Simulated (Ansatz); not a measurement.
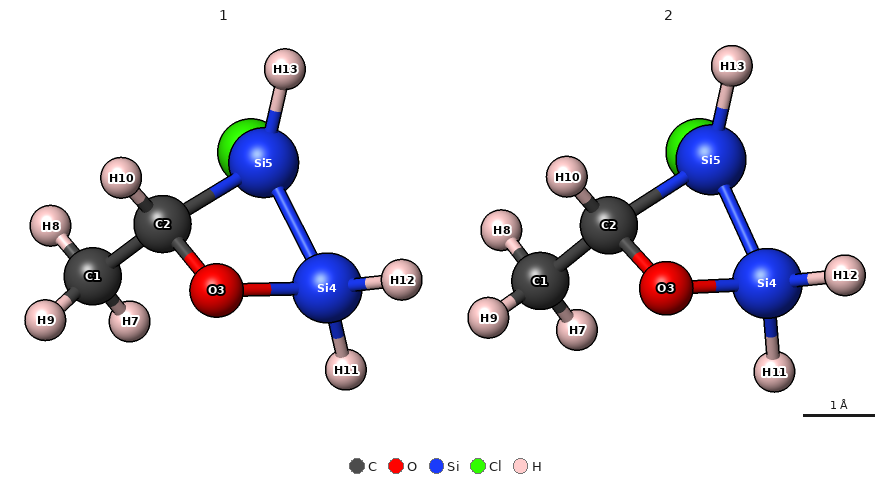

Two geometries of C₂H₇ClOSi₂, drawn at one scale. One is the start of a relaxation, the other its converged end. Style: ball-and-stick. Shown at a tilt.

All numbers below come from Ansatz 0.2.0, UKS PBE0-D4/STO-3G. Settings: collinear spin; force threshold 0.02 eV/Å; at most 40 steps.

**Which one is relaxed?**

Structure 1 is the relaxed one. The run prepares the start of a later molecular dynamics calculation, from a guessed geometry. After 8 geometry steps the energy has fallen by 81.5 kJ/mol. Largest force component: 4.8 eV/Å at the start, 0.014 eV/Å at the end. The atom that moves furthest after the best rigid fit is an H atom (0.26 Å). Largest moves by element: H 0.26 Å, Cl 0.10 Å, C 0.10 Å, Si 0.09 Å, O 0.09 Å. Some distances before and after: O–Si 1.611 → 1.756 Å, H–Si 1.571 → 1.451 Å, Si–Si 2.153 → 2.231 Å, Cl–Si 2.054 → 2.102 Å. Among the angles between lasting bonds that change: O–Si–H 106.7° → 113.4°, C–C–Si 121.2° → 114.8°, C–C–H 115.9° → 110.2°.

Limits of the set-up: STO-3G is a minimal basis, so the numbers are rough.
